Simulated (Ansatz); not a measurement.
Run report: CH4GaNSi, nudged elastic band

CH4GaNSi, SMILES N#C[SiH2][GaH2], computed with RKS revPBE/def2-SVP (Ansatz 0.2.0).

One setting was made poor on purpose. It belongs to a series of runs on one base structure; here: band between the two ends. Figures and captions count atoms from 1; the log counts them from 0 in places.

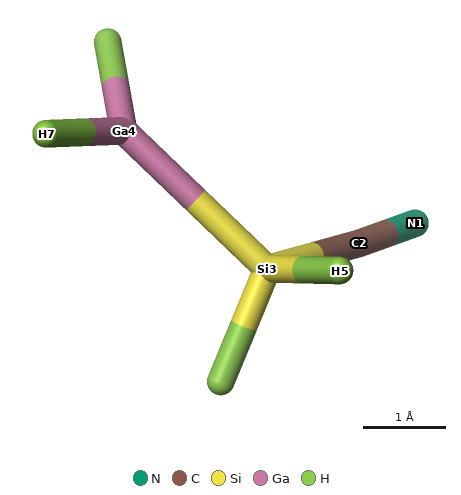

Figure 1. The input geometry (stick view, seen at an oblique angle; atoms are numbered from 1 in the order of the input). Sticks mark near contacts.

## Input
```yaml
crystal:
  periodic: [false, false, false]
  atoms:
    - { symbol: "N", position_ang: [2.017131, -0.844556, 2.137839] }
    - { symbol: C, position_ang: [1.406681, -0.201951, 1.362915] }
    - { symbol: Si, position_ang: [0.398573, 0.745444, 0.100378] }
    - { symbol: Ga, position_ang: [-1.293586, -0.679826, -0.949136] }
    - { symbol: H, position_ang: [1.382313, 1.302423, -0.895351] }
    - { symbol: H, position_ang: [-0.227506, 1.902477, 0.836352] }
    - { symbol: H, position_ang: [-2.133855, -0.066464, -2.147636] }
    - { symbol: H, position_ang: [-1.549741, -2.157547, -0.44536] }
basis:
  gaussian: { orbitals: def2-SVP }
hamiltonian:
  xc: revpbe
neb:
  order_check: false
  images: 3
  f_tol: 0.05
  max_iterations: 60
  initial_path: idpp
  climbing: true
  final_atoms:
    - { symbol: "N", position_ang: [1.4612953, -0.71934533, 2.43723735] }
    - { symbol: C, position_ang: [1.13154169, -0.11368586, 1.48245438] }
    - { symbol: Si, position_ang: [0.51865031, 0.77138062, -0.05482919] }
    - { symbol: Ga, position_ang: [-1.25638407, -0.6816716, -0.92562298] }
    - { symbol: H, position_ang: [1.70946552, 0.92512426, -0.96279397] }
    - { symbol: H, position_ang: [0.06800026, 2.13375609, 0.39780667] }
    - { symbol: H, position_ang: [-2.7707596, -0.37189145, -0.5756904] }
    - { symbol: H, position_ang: [-0.8617994, -1.94366672, -1.79856084] }
```

Hardware: 2 threads of Intel Xeon (Sapphire Rapids), 16 GiB of memory available, shared host.

Command:
```bash
ansatz run input.yaml --threads 2 --pin off --max-ram 3072MiB --backend cpu --events-out ev --progress --plain --runs-dir out
```

## What the program printed
```
Engine: ansatz 0.2.0, x86_64-unknown-linux-gnu
Functional definition: revPBE
  parameter kappa = 1.245
  parameter beta = 0.06672455060314922
  exchange = pbe_x(kappa = kappa, mu = beta*pi^2/3)
  correlation = pbe_c(beta = beta)
1113 factors; their error is unknown
mean field evaluation 1: about -62824.4494 eV, gradient 4.9e1 eV
mean field evaluation 2: about -62733.0187 eV, gradient 1.4e2 eV
mean field evaluation 4: about -62828.2864 eV, gradient 1.9e1 eV
mean field evaluation 8: about -62829.6345 eV, gradient 5.0e-1 eV
mean field evaluation 16: about -62829.5644 eV, gradient 2.7e-4 eV
mean field -62829.56443189 eV, -2308.9439054635 hartree, gradient 5.1e-5 eV, S^2 0.000000; 0 other end points of the search recorded, 0 dependent functions left out
the calculation of the forces begins
reference -62829.56448102 eV, -2308.9439072689 hartree; 31, 31 occupied and 67, 67 virtual orbitals, 1113 factors
1113 factors; their error is unknown
mean field evaluation 32: about -62829.5581 eV, gradient 1.4e-2 eV
mean field -62829.55812905 eV, -2308.9436738385 hartree, gradient 1.1e-5 eV, S^2 0.000000; 0 other end points of the search recorded, 0 dependent functions left out
the calculation of the forces begins
reference -62829.55817818 eV, -2308.9436756440 hartree; 31, 31 occupied and 67, 67 virtual orbitals, 1113 factors
NEB end point (image 0): max|allowed force component| = 8.262e-3 eV/Å (the criterion of neb.relax_end_points is 1.000e-2)
NEB end point (image 4): max|allowed force component| = 1.193e-2 eV/Å (the criterion of neb.relax_end_points is 1.000e-2)
1113 factors; their error is unknown
mean field -62829.49903621 eV, -2308.9415022168 hartree, gradient 4.2e-5 eV, S^2 0.000000; 0 other end points of the search recorded, 0 dependent functions left out
the calculation of the forces begins
reference -62829.49908505 eV, -2308.9415040117 hartree; 31, 31 occupied and 67, 67 virtual orbitals, 1113 factors
1113 factors; their error is unknown
mean field evaluation 64: about -62829.5258 eV, gradient 1.2e0 eV
mean field -62829.45811818 eV, -2308.9399985070 hartree, gradient 5.2e-5 eV, S^2 0.000000; 0 other end points of the search recorded, 0 dependent functions left out
the calculation of the forces begins
reference -62829.45816703 eV, -2308.9400003021 hartree; 31, 31 occupied and 67, 67 virtual orbitals, 1113 factors
1113 factors; their error is unknown
mean field -62829.49319839 eV, -2308.9412876809 hartree, gradient 4.9e-5 eV, S^2 0.000000; 0 other end points of the search recorded, 0 dependent functions left out
the calculation of the forces begins
reference -62829.49324709 eV, -2308.9412894705 hartree; 31, 31 occupied and 67, 67 virtual orbitals, 1113 factors
NEB iter   1: max|band force component| = 8.776e-1 eV/Å  barrier→ = 0.1063 eV  barrier← = 0.1000 eV  Δτ_max = 0.1663 Å  (140 SCF iters)
these checks for a lower state are left out or cut short: starts, cluster_reference, orbital_swaps, neighbouring_geometries, increment
1113 factors; their error is unknown
mean field evaluation 96: about -62829.5937 eV, gradient 6.0e0 eV
mean field -62829.55767080 eV, -2308.9436569982 hartree, gradient 2.6e-5 eV, S^2 0.000000; 0 other end points of the search recorded, 0 dependent functions left out
the calculation of the forces begins
reference -62829.55771969 eV, -2308.9436587947 hartree; 31, 31 occupied and 67, 67 virtual orbitals, 1113 factors
these checks for a lower state are left out or cut short: starts, cluster_reference, orbital_swaps, neighbouring_geometries, increment
1113 factors; their error is unknown
mean field -62829.55037569 eV, -2308.9433889077 hartree, gradient 8.9e-6 eV, S^2 0.000000; 0 other end points of the search recorded, 0 dependent functions left out
the calculation of the forces begins
reference -62829.55042452 eV, -2308.9433907023 hartree; 31, 31 occupied and 67, 67 virtual orbitals, 1113 factors
these checks for a lower state are left out or cut short: starts, cluster_reference, orbital_swaps, neighbouring_geometries, increment
1113 factors; their error is unknown
mean field -62829.55232013 eV, -2308.9434603645 hartree, gradient 9.8e-6 eV, S^2 0.000000; 0 other end points of the search recorded, 0 dependent functions left out
the calculation of the forces begins
reference -62829.55236916 eV, -2308.9434621664 hartree; 31, 31 occupied and 67, 67 virtual orbitals, 1113 factors
NEB iter   2: max|band force component| = 1.765e-1 eV/Å  barrier→ = 0.0141 eV  barrier← = 0.0078 eV  CI = image 2  Δτ_max = 0.0578 Å  (86 SCF iters)
these checks for a lower state are left out or cut short: starts, cluster_reference, orbital_swaps, neighbouring_geometries, increment
1113 factors; their error is unknown
mean field -62829.56298692 eV, -2308.9438523621 hartree, gradient 1.9e-5 eV, S^2 0.000000; 0 other end points of the search recorded, 0 dependent functions left out
the calculation of the forces begins
reference -62829.56303601 eV, -2308.9438541661 hartree; 31, 31 occupied and 67, 67 virtual orbitals, 1113 factors
these checks for a lower state are left out or cut short: starts, cluster_reference, orbital_swaps, neighbouring_geometries, increment
1113 factors; their error is unknown
mean field evaluation 128: about -62829.5588 eV, gradient 3.2e-4 eV
mean field -62829.55879458 eV, -2308.9436982963 hartree, gradient 1.9e-5 eV, S^2 0.000000; 0 other end points of the search recorded, 0 dependent functions left out
the calculation of the forces begins
reference -62829.55884353 eV, -2308.9437000953 hartree; 31, 31 occupied and 67, 67 virtual orbitals, 1113 factors
these checks for a lower state are left out or cut short: starts, cluster_reference, orbital_swaps, neighbouring_geometries, increment
1113 factors; their error is unknown
mean field -62829.55693757 eV, -2308.9436300523 hartree, gradient 2.0e-5 eV, S^2 0.000000; 0 other end points of the search recorded, 0 dependent functions left out
the calculation of the forces begins
reference -62829.55698677 eV, -2308.9436318604 hartree; 31, 31 occupied and 67, 67 virtual orbitals, 1113 factors
NEB iter   3: max|band force component| = 5.994e-2 eV/Å  barrier→ = 0.0075 eV  barrier← = 0.0012 eV  CI = image 3  Δτ_max = 0.0147 Å  (87 SCF iters)
these checks for a lower state are left out or cut short: starts, cluster_reference, orbital_swaps, neighbouring_geometries, increment
1113 factors; their error is unknown
mean field -62829.56343947 eV, -2308.9438689927 hartree, gradient 2.1e-5 eV, S^2 0.000000; 0 other end points of the search recorded, 0 dependent functions left out
the calculation of the forces begins
reference -62829.56348850 eV, -2308.9438707948 hartree; 31, 31 occupied and 67, 67 virtual orbitals, 1113 factors
these checks for a lower state are left out or cut short: starts, cluster_reference, orbital_swaps, neighbouring_geometries, increment
1113 factors; their error is unknown
mean field -62829.55951647 eV, -2308.9437248254 hartree, gradient 2.0e-5 eV, S^2 0.000000; 0 other end points of the search recorded, 0 dependent functions left out
the calculation of the forces begins
reference -62829.55956540 eV, -2308.9437266233 hartree; 31, 31 occupied and 67, 67 virtual orbitals, 1113 factors
these checks for a lower state are left out or cut short: starts, cluster_reference, orbital_swaps, neighbouring_geometries, increment
1113 factors; their error is unknown
mean field -62829.55738226 eV, -2308.9436463947 hartree, gradient 2.0e-5 eV, S^2 0.000000; 0 other end points of the search recorded, 0 dependent functions left out
the calculation of the forces begins
reference -62829.55743143 eV, -2308.9436482013 hartree; 31, 31 occupied and 67, 67 virtual orbitals, 1113 factors
1113 factors; their error is unknown
mean field evaluation 160: about -62829.5634 eV, gradient 2.1e-5 eV
mean field -62829.56343947 eV, -2308.9438689927 hartree, gradient 2.1e-5 eV, S^2 0.000000; 1 other end points of the search recorded, 0 dependent functions left out
the calculation of the forces begins
reference -62829.56348850 eV, -2308.9438707948 hartree; 31, 31 occupied and 67, 67 virtual orbitals, 1113 factors
1113 factors; their error is unknown
mean field evaluation 192: about -62829.6269 eV, gradient 2.4e-2 eV
mean field -62829.55951647 eV, -2308.9437248254 hartree, gradient 2.0e-5 eV, S^2 0.000000; 1 other end points of the search recorded, 0 dependent functions left out
the calculation of the forces begins
reference -62829.55956540 eV, -2308.9437266233 hartree; 31, 31 occupied and 67, 67 virtual orbitals, 1113 factors
1113 factors; their error is unknown
mean field -62829.55738226 eV, -2308.9436463947 hartree, gradient 2.0e-5 eV, S^2 0.000000; 1 other end points of the search recorded, 0 dependent functions left out
the calculation of the forces begins
reference -62829.55743143 eV, -2308.9436482013 hartree; 31, 31 occupied and 67, 67 virtual orbitals, 1113 factors
NEB iter   4: max|band force component| = 2.947e-2 eV/Å  barrier→ = 0.0070 eV  barrier← = 0.0007 eV  CI = image 3  Δτ_max = 0.0000 Å  (175 SCF iters)
```

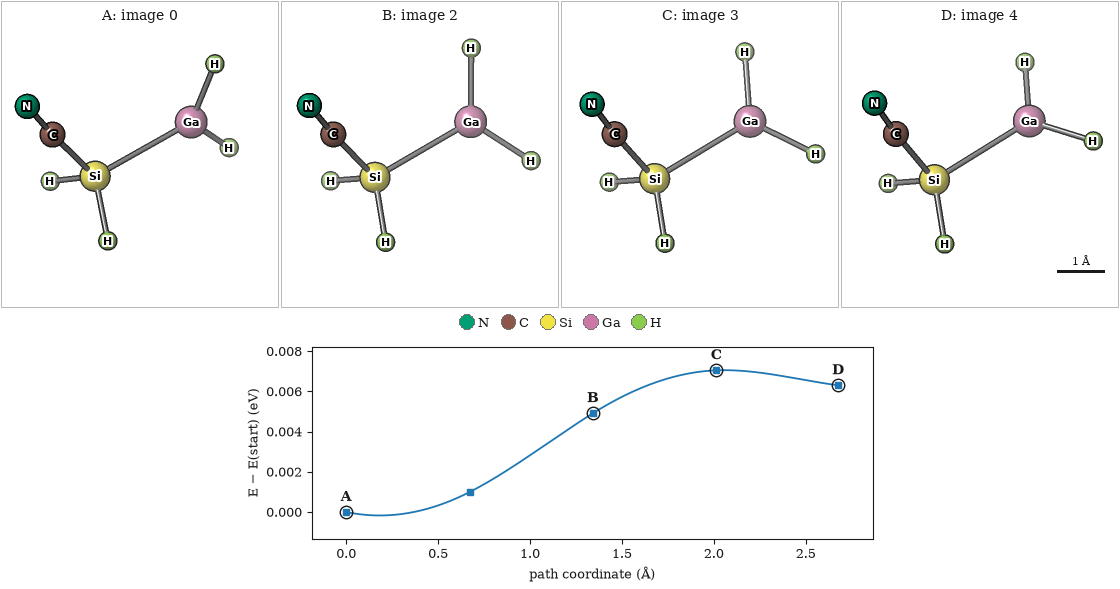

Figure 2. Images of the last band (counted from 0; ball-and-stick, seen at a tilt) above the energy along the path; the line is a cubic interpolation that uses the forces. The highest image is number 3, 0.007 eV above the start and 0.001 eV above the end (the climbing image); the end lies 0.006 eV above the start. The path is 2.68 Å long. The band converged in 4 iterations.

```
Total energy: -62829.55743143 eV, -2308.9436482013 hartree
Atom 0 at     1.183627    -0.500532     2.683861 Å, force    -0.004192     0.000650     0.000663 eV/Å
Atom 1 at     0.962420     0.004865     1.643435 Å, force     0.010788    -0.010986     0.010258 eV/Å
Atom 2 at     0.529539     0.733848    -0.028415 Å, force    -0.022461     0.006904    -0.016007 eV/Å
Atom 3 at    -1.159378    -0.740824    -1.028499 Å, force    -0.004948     0.011551     0.005533 eV/Å
Atom 4 at     1.813306     0.787876    -0.815313 Å, force    -0.000270    -0.004034    -0.001799 eV/Å
Atom 5 at     0.062607     2.140271     0.232442 Å, force     0.008362     0.000451     0.001684 eV/Å
Atom 6 at    -2.592136    -0.165603    -1.391267 Å, force     0.003904    -0.005382    -0.002586 eV/Å
Atom 7 at    -0.799975    -2.259902    -1.296245 Å, force     0.008817     0.000847     0.002253 eV/Å
Dipole moment:    -0.260859     0.179388    -0.694262 e Å
this run last wrote the band of iteration 4 to [file]
```

## The last band as extended XYZ (Å, eV, eV/Å)
```
8
Properties=species:S:1:pos:R:3:forces:R:3 image=0 energy=-62829.56443
N     2.0171   -0.8446    2.1378   -0.0032   0.0026   0.0053
C     1.4067   -0.2020    1.3629    0.0081  -0.0083  -0.0015
Si    0.3986    0.7454    0.1004   -0.0076   0.0042  -0.0029
Ga   -1.2936   -0.6798   -0.9491    0.0013   0.0001  -0.0011
H     1.3823    1.3024   -0.8954    0.0015   0.0012  -0.0017
H    -0.2275    1.9025    0.8364    0.0007   0.0007   0.0008
H    -2.1339   -0.0665   -2.1476   -0.0011   0.0000   0.0015
H    -1.5497   -2.1575   -0.4454    0.0003  -0.0005  -0.0004
8
Properties=species:S:1:pos:R:3:forces:R:3 image=1 energy=-62829.56344
N     1.7742   -0.7350    2.3716   -0.0011   0.0052   0.0036
C     1.2766   -0.1379    1.4872    0.0128  -0.0171   0.0042
Si    0.4302    0.7378    0.0650   -0.0244   0.0110  -0.0091
Ga   -1.2537   -0.7012   -0.9819   -0.0060   0.0007   0.0003
H     1.5165    1.1168   -0.9093    0.0010  -0.0003  -0.0017
H    -0.1540    2.0050    0.6321    0.0061  -0.0007   0.0021
H    -2.3205   -0.0232   -1.9421    0.0086  -0.0018  -0.0012
H    -1.2693   -2.2623   -0.7226    0.0031   0.0029   0.0018
8
Properties=species:S:1:pos:R:3:forces:R:3 image=2 energy=-62829.55952
N     1.4924   -0.6233    2.5550   -0.0023   0.0050   0.0033
C     1.1253   -0.0702    1.5825    0.0135  -0.0218   0.0083
Si    0.4725    0.7362    0.0232   -0.0299   0.0135  -0.0150
Ga   -1.2087   -0.7202   -1.0110   -0.0072   0.0078   0.0031
H     1.6625    0.9447   -0.8788    0.0006  -0.0013  -0.0034
H    -0.0559    2.0849    0.4321    0.0098   0.0001   0.0037
H    -2.4824   -0.0616   -1.6910    0.0098  -0.0069  -0.0039
H    -1.0057   -2.2904   -1.0121    0.0056   0.0037   0.0039
8
Properties=species:S:1:pos:R:3:forces:R:3 image=3 energy=-62829.55738
N     1.1836   -0.5005    2.6839   -0.0042   0.0006   0.0007
C     0.9624    0.0049    1.6434    0.0108  -0.0110   0.0103
Si    0.5295    0.7338   -0.0284   -0.0225   0.0069  -0.0160
Ga   -1.1594   -0.7408   -1.0285   -0.0049   0.0116   0.0055
H     1.8133    0.7879   -0.8153   -0.0003  -0.0040  -0.0018
H     0.0626    2.1403    0.2324    0.0084   0.0005   0.0017
H    -2.5921   -0.1656   -1.3913    0.0039  -0.0054  -0.0026
H    -0.8000   -2.2599   -1.2962    0.0088   0.0008   0.0023
8
Properties=species:S:1:pos:R:3:forces:R:3 image=4 energy=-62829.55813
N     1.0117   -0.4290    2.7176   -0.0038  -0.0090   0.0011
C     0.8729    0.0512    1.6512    0.0099   0.0097  -0.0021
Si    0.5636    0.7381   -0.0678   -0.0119  -0.0025   0.0013
Ga   -1.1296   -0.7580   -1.0244    0.0001   0.0003   0.0065
H     1.8905    0.7245   -0.7785    0.0010  -0.0032   0.0019
H     0.1245    2.1645    0.1238    0.0008   0.0034  -0.0048
H    -2.6604   -0.3508   -0.9727    0.0014   0.0009  -0.0011
H    -0.6732   -2.1406   -1.6492    0.0026   0.0004  -0.0028
```

## Results in brief

| quantity | value |
| --- | --- |
| outcome | converged |
| barrier, forward | 0.007 eV |
| barrier, backward | 0.001 eV |
| wall time | 20 s (CPU time 38 s) |
| peak memory | 0.15 GiB |

## Remarks

A deliberately poor setting: few images. The order of the saddle point was not checked.
